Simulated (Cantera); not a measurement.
A closed system holds: 1 mol Mg(OH)2, 2.8 mol H2, 0.11 mol CO2, at 4.10 bar.

Equilibrium computed with Cantera from the NASA thermochemical tables; the gas is ideal and each condensed phase is pure. Candidate condensed phases: C, C6H6, C7H8, C8H18, H2O, Mg, MgCO3, MgO, Mg(OH)2; 116 gas species. Rates play no part.

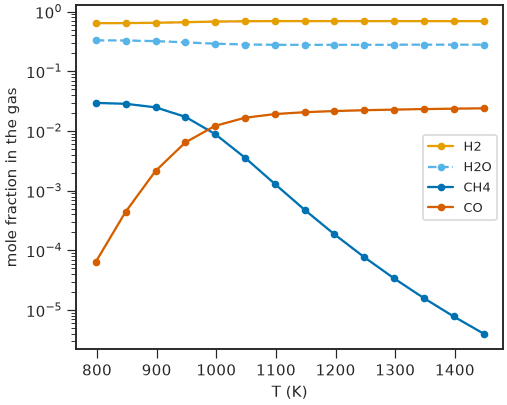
Figure. Equilibrium gas composition (values under 1e-9 drawn at 1e-9)

**Question.** Read off the mole fractions at 1048 K.

**Answer.** H2 about 0.69, H2O about 0.28, CO about 0.017, CH4 about 0.0036.
